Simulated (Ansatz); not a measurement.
**F2GeH3NO···HCl: density, localisation and related maps**

Input

```
crystal:
  periodic: [false, false, false]
  atoms:
    - { symbol: Ge, position_ang: [0.0, 0.0, 0.0] }
    - { symbol: Cl, position_ang: [0.0, 0.0, 2.57] }
    - { symbol: F, position_ang: [1.5842, 0.0, -0.5594] }
    - { symbol: F, position_ang: [-0.7913, 1.3709, -0.5594] }
    - { symbol: O, position_ang: [-0.8337, -1.4443, -0.5894] }
    - { symbol: H, position_ang: [-1.2883, -1.91, 0.183] }
    - { symbol: "N", position_ang: [1.1535, -1.7516, 0.6969] }
    - { symbol: H, position_ang: [0.7143, -2.7162, 0.68] }
    - { symbol: H, position_ang: [2.1458, -1.6271, 1.048] }
    - { symbol: H, position_ang: [0.8026, -1.2188, 1.8686] }
basis:
  gaussian: { orbitals: def2-SVP }
hamiltonian:
  xc: pbe0
relax:
  f_tol: 0.15
  max_steps: 25
  restrain:
    - { distance: [0, 6], at: 1.91, k: 30.0 }
    - { distance: [9, 1], at: 1.37, k: 30.0 }
    - { distance: [0, 1], at: 3.42, k: 30.0 }
    - { distance: [9, 6], at: 2.26, k: 30.0 }
output:
  orbitals: {}
```

Launched as:

```sh
ansatz run input.yaml --threads 4 --pin off --max-ram 5120MiB --backend cpu --events-out ev --progress --plain --runs-dir out
```

The fields are those of the run's last geometry, not of the input's.

Not at a stationary point (largest force 1.2 eV/Å).

Method: RKS PBE0/def2-SVP (Ansatz).

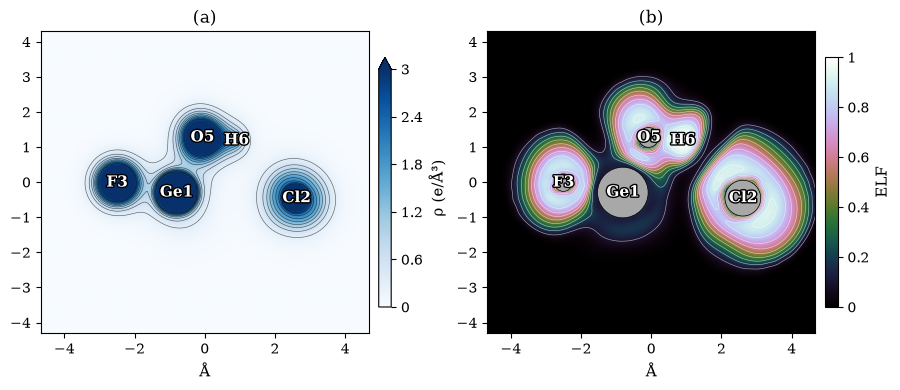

Figure 1. (a) electron density; (b) electron localisation function on the plane of atoms Ge1, O5 and H6. Grey discs cover the atomic cores in the ELF map.

> Interpret the plot.

- The section cuts through Ge, Cl, F, O and H sites.
- Ge–F (1.72 Å): ρ is about 0.95 e/Å³ halfway; the ELF peaks at about 0.85 in the valence shell of F, 0.6 Å from its nucleus, and is about 0.20 at the midpoint.
- Ge–O (1.73 Å): ρ is about 1.1 e/Å³ halfway; the ELF peaks at about 0.85 in the valence shell of O, 0.6 Å from its nucleus, and is about 0.35 at the midpoint.
- O–H (0.97 Å): ρ at the midpoint is about 3.7 e/Å³; the ELF climbs to about 1 towards the hydrogen, as it does in any bond to H; a covalent bond by its length.
- The ELF also peaks beside Cl2, F3 and O5, away from the bonds: lone-pair regions.

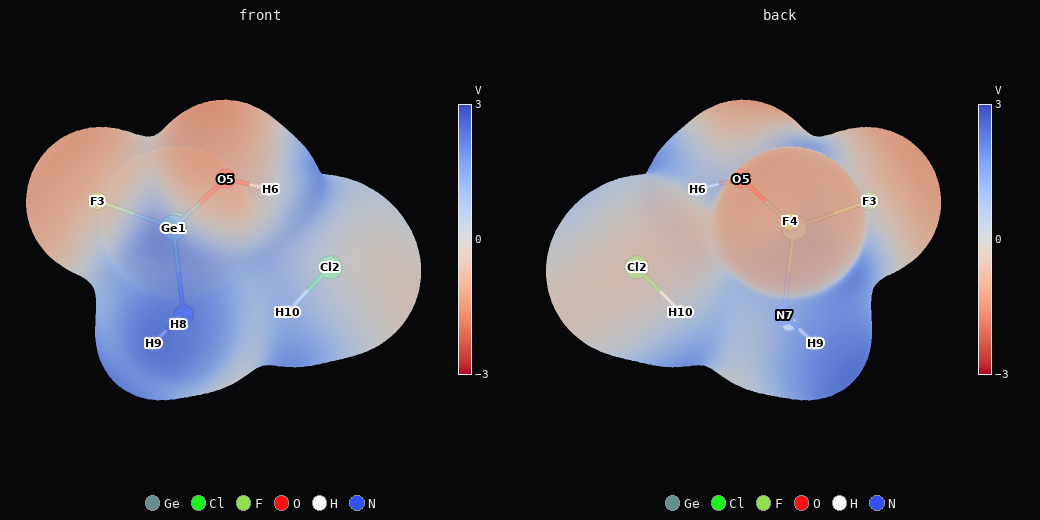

Figure 2. The electrostatic potential painted on the density surface at 0.002 e/bohr³, seen from the front and from behind; the colour scale runs from red (negative) to blue (positive).

> Where is the surface potential most negative and most positive?

The most negative region (about −1.4 V) lies over O5, the most positive (about +2.3 V) over H8 and H9. Cl2 shows a σ-hole: about +0.5 V at the tip opposite its bond, against about 0.0 V on its flanks. O5 is the likeliest acceptor of a hydrogen bond.

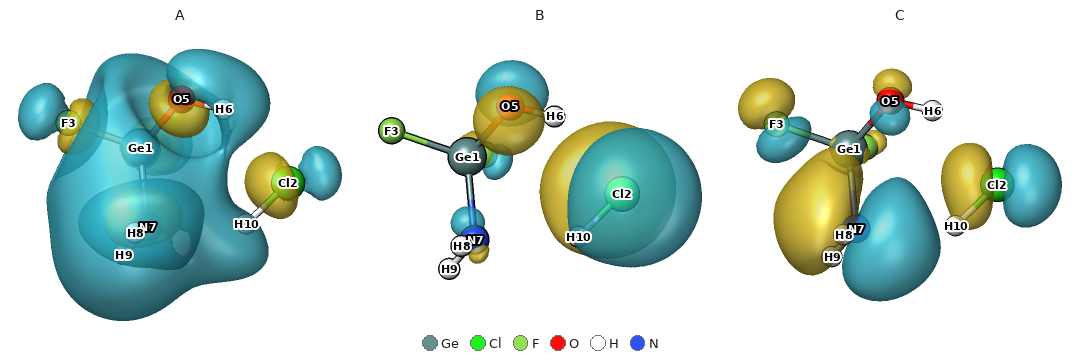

Figure 3. Three frontier orbitals at ±0.06 Å⁻³ᐟ² (yellow and cyan are the two phases), in no order.

> Which picture is the HOMO−1, the HOMO and the LUMO?

B is the HOMO−1 (−9.47 eV). Its weight (Hirshfeld) is mainly on Cl2 (about 90 %) and O5 (about 5 %); largely a lone pair of Cl2. C is the HOMO (−8.86 eV). By Hirshfeld shares it lies mainly on N7 (about 65 %), Ge1 (about 10 %) and Cl2 (about 10 %); largely a lone pair of N7. A is the LUMO (−0.30 eV). By Hirshfeld shares it lies mainly on Ge1 (about 30 %), N7 (about 15 %), O5 (about 10 %), F3 (about 10 %), F4 (about 10 %) and H8 (about 10 %).

> What is the HOMO–LUMO gap?

8.56 eV between the orbital energies.
